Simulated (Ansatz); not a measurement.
## Geometry relaxation of AlH2F

- system: AlH2F
- method: RKS B3LYP-D4/def2-TZVP (Ansatz 0.2.0)

It belongs to a series of runs on one base structure; here: end point B relaxed. Figures and captions count atoms from 1; the log counts them from 0 in places.

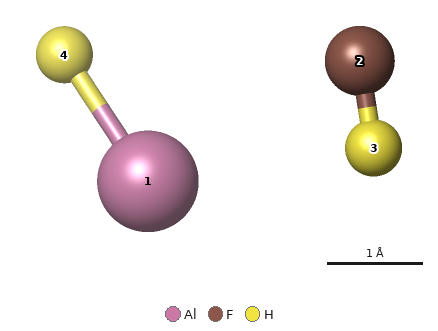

Fig. 1: The input geometry (ball-and-stick view, seen at a tilt; atoms are numbered from 1 in the order of the input). Sticks mark near contacts. Bond lengths as drawn: Al–H 1.65 Å and F–H 0.93 Å.

Input:
```yaml
crystal:
  periodic: [false, false, false]
  atoms:
    - { symbol: Al, position_ang: [-0.127864, 0.0, -0.972366] }
    - { symbol: F, position_ang: [1.396009, 0.0, 1.481689] }
    - { symbol: H, position_ang: [2.002807, 0.0, 0.778114] }
    - { symbol: H, position_ang: [-1.658853, 0.0, -0.356638] }
basis:
  gaussian: { orbitals: def2-TZVP }
hamiltonian:
  xc: b3lyp
  dispersion: d4
relax:
  f_tol: 0.03
  max_steps: 50
output:
  orbitals: {}
```

Launched with:
```bash
ansatz run input.yaml --threads 1 --pin off --max-ram 2048MiB --backend cpu --events-out ev --progress --plain --runs-dir out
```

The program's output:
```
The last accepted step is kept in [file] (removed where the run ends without a failure and the disk answers)
Engine: ansatz 0.2.0, aarch64-unknown-linux-gnu
Functional definition: B3LYP
  parameter a0 = 0.2
  parameter ax = 0.72
  parameter ac = 0.81
  exchange = (1 - a0 - ax)*slater_x + ax*b88_x + a0*exact_x
  correlation = (1 - ac)*vwn_rpa_c + ac*lyp_c
503 factors; their error is unknown
mean field evaluation 1: about -9345.0975 eV, gradient 3.4e1 eV
mean field evaluation 2: about -9342.7656 eV, gradient 5.6e1 eV
mean field evaluation 4: about -9347.1239 eV, gradient 6.1e-1 eV
mean field evaluation 8: about -9347.1435 eV, gradient 1.9e-1 eV
mean field evaluation 16: about -9347.1436 eV, gradient 1.5e-5 eV
mean field -9347.14357187 eV, -343.5011905448 hartree, gradient 1.5e-5 eV, S^2 0.000000; 0 other end points of the search recorded, 0 dependent functions left out
the calculation of the forces begins
reference -9347.14377480 eV, -343.5011980021 hartree; 12, 12 occupied and 68, 68 virtual orbitals, 503 factors
relax step   1: F+E_penalty+E_count = -9347.20710989 eV  Δ(F+E_penalty+E_count) = +0.000e0 eV  max|allowed force component| = 1.302e-1 eV/Å  Δτ_max = 0.0000 Å  (25 SCF iters, accepted)
these checks for a lower state are left out or cut short: starts, cluster_reference, orbital_swaps, neighbouring_geometries, increment
503 factors; their error is unknown
mean field -9347.14337173 eV, -343.5011831897 hartree, gradient 2.4e-5 eV, S^2 0.000000; 0 other end points of the search recorded, 0 dependent functions left out
the calculation of the forces begins
reference -9347.14357341 eV, -343.5011906014 hartree; 12, 12 occupied and 68, 68 virtual orbitals, 503 factors
relax step   2: F+E_penalty+E_count = -9347.20877483 eV  Δ(F+E_penalty+E_count) = -1.665e-3 eV  max|allowed force component| = 6.056e-2 eV/Å  Δτ_max = 0.1254 Å  (28 SCF iters, accepted)
these checks for a lower state are left out or cut short: starts, cluster_reference, orbital_swaps, neighbouring_geometries, increment
503 factors; their error is unknown
mean field evaluation 32: about -9347.1438 eV, gradient 2.4e-5 eV
mean field -9347.14375849 eV, -343.5011974028 hartree, gradient 2.4e-5 eV, S^2 0.000000; 0 other end points of the search recorded, 0 dependent functions left out
the calculation of the forces begins
reference -9347.14395990 eV, -343.5012048048 hartree; 12, 12 occupied and 68, 68 virtual orbitals, 503 factors
relax step   3: F+E_penalty+E_count = -9347.20892066 eV  Δ(F+E_penalty+E_count) = -1.458e-4 eV  max|allowed force component| = 3.195e-1 eV/Å  Δτ_max = 0.0793 Å  (28 SCF iters, accepted)
these checks for a lower state are left out or cut short: starts, cluster_reference, orbital_swaps, neighbouring_geometries, increment
503 factors; their error is unknown
mean field -9347.14562662 eV, -343.5012660556 hartree, gradient 2.2e-5 eV, S^2 0.000000; 0 other end points of the search recorded, 0 dependent functions left out
the calculation of the forces begins
reference -9347.14582797 eV, -343.5012734551 hartree; 12, 12 occupied and 68, 68 virtual orbitals, 503 factors
relax step   4: F+E_penalty+E_count = -9347.21088104 eV  Δ(F+E_penalty+E_count) = -1.960e-3 eV  max|allowed force component| = 1.424e-2 eV/Å  Δτ_max = 0.0133 Å  (29 SCF iters, accepted)
```

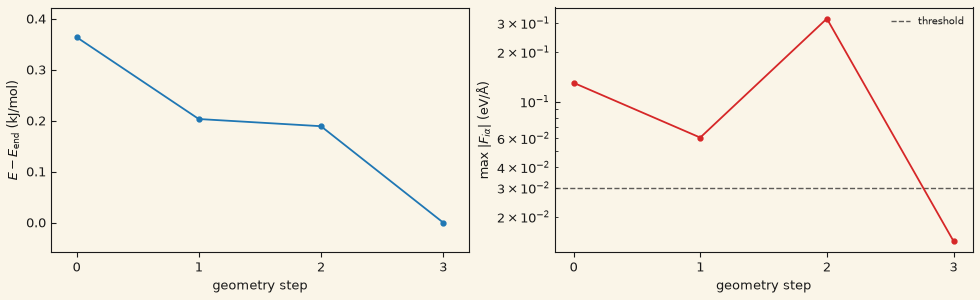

Fig. 2: Progress of the relaxation, step by step (the first geometry is step 0 here and step 1 in the log).

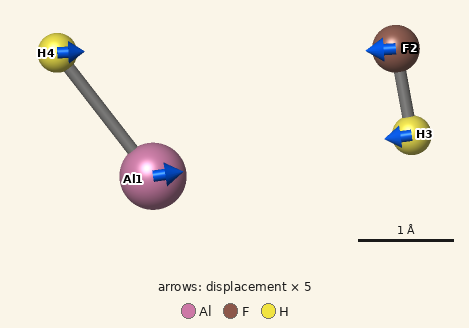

Fig. 3: The starting structure with the displacements as blue arrows, magnified 5 times (ball-and-stick view, seen on its broad side). The two geometries are laid on each other by the best rigid fit. The atom that moves furthest after the best rigid fit is Al1 (0.065 Å). By element the largest moves are Al 0.065 Å, F 0.065 Å, H 0.059 Å. Among the contacts that change: F2–H3 0.929 → 0.934 Å. Over 3 geometry steps the energy falls by 0.36 kJ/mol. Largest force component: 0.13 eV/Å at the start, 0.014 eV/Å at the end. (Atoms are counted from 1 in the order of the input.)

```
503 factors; their error is unknown
mean field -9347.14562662 eV, -343.5012660555 hartree, gradient 6.6e-5 eV, S^2 0.000000; 1 other end points of the search recorded, 0 dependent functions left out
the calculation of the forces begins
reference -9347.14582797 eV, -343.5012734551 hartree; 12, 12 occupied and 68, 68 virtual orbitals, 503 factors
Total energy: -9347.21108239 eV, -343.5036715106 hartree
Atom 0 at    -0.077330    -0.000000    -0.931217 Å, force    -0.006085     0.000000    -0.005214 eV/Å
Atom 1 at     1.342753    -0.000000     1.445053 Å, force    -0.013671     0.000000    -0.002995 eV/Å
Atom 2 at     1.956707     0.000000     0.741289 Å, force     0.005516    -0.000000     0.000622 eV/Å
Atom 3 at    -1.610031     0.000000    -0.324326 Å, force     0.014239    -0.000000     0.007587 eV/Å
Dipole moment:     0.226170     0.000000    -0.200415 e Å
```

Trajectory as extended XYZ (Å, eV, eV/Å), 4 frames, from step=1 to step=4:
```
4
Properties=species:S:1:pos:R:3:forces:R:3 step=1 energy=-9347.20711
Al   -0.1279    0.0000   -0.9724    0.0187   0.0000   0.0331
F     1.3960    0.0000    1.4817   -0.1175   0.0000   0.0976
H     2.0028    0.0000    0.7781    0.0878   0.0000  -0.1302
H    -1.6589    0.0000   -0.3566    0.0110   0.0000  -0.0005
4
Properties=species:S:1:pos:R:3:forces:R:3 step=2 energy=-9347.20877
Al   -0.0567    0.0000   -0.9282   -0.0606   0.0000   0.0349
F     1.3582    0.0000    1.4695   -0.0203   0.0000  -0.0061
H     1.8996    0.0000    0.7068    0.0459   0.0000   0.0035
H    -1.5890    0.0000   -0.3173    0.0350   0.0000  -0.0323
4
Properties=species:S:1:pos:R:3:forces:R:3 step=3 energy=-9347.20892
Al   -0.0829    0.0000   -0.9303    0.0075   0.0000  -0.0053
F     1.3436    0.0000    1.4476    0.2720   0.0000  -0.3195
H     1.9698    0.0000    0.7439   -0.2920   0.0000   0.3121
H    -1.6183    0.0000   -0.3305    0.0124   0.0000   0.0127
4
Properties=species:S:1:pos:R:3:forces:R:3 step=4 energy=-9347.21088
Al   -0.0773    0.0000   -0.9312   -0.0061   0.0000  -0.0052
F     1.3428    0.0000    1.4451   -0.0137   0.0000  -0.0030
H     1.9567    0.0000    0.7413    0.0055   0.0000   0.0006
H    -1.6100    0.0000   -0.3243    0.0142   0.0000   0.0076
```

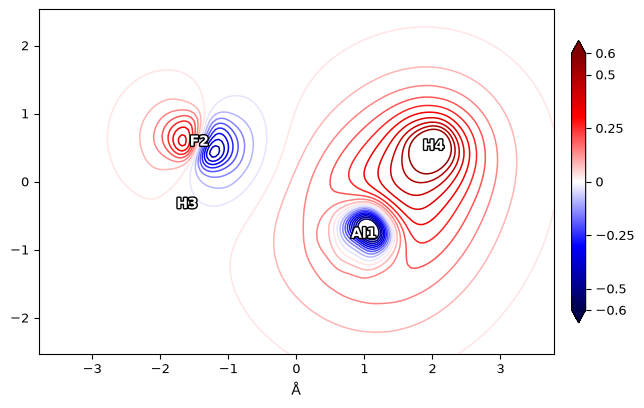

Fig. 4: One frontier orbital on the molecular plane (values in Å⁻³ᐟ²; the overall sign is arbitrary). The HOMO−1, at −9.87 eV. By Hirshfeld shares it lies mainly on Al1 (60 %) and H4 (35 %); it is symmetric in the molecular plane (σ or in-plane lone-pair type).

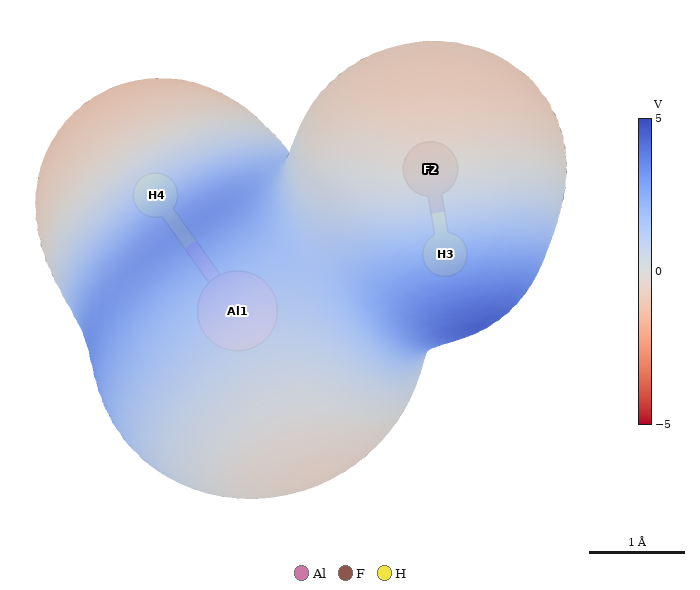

Fig. 5: The molecular electrostatic potential painted on the density surface at 0.004 e/bohr³, seen at a tilt; the colour scale runs from red (negative) to blue (positive). A positive charge is drawn to the negative regions and a negative charge to the positive ones.

Summary:

- outcome: converged
- total energy: −9347.2111 eV
- mean-field energy: −9347.1458 eV
- largest force (length of the vector) at the end: 0.016 eV/Å
- hardware: 1 thread of Arm Neoverse V2, 24 GiB of memory available, shared host
- wall time: 4.8 s
- peak memory: 0.11 GiB
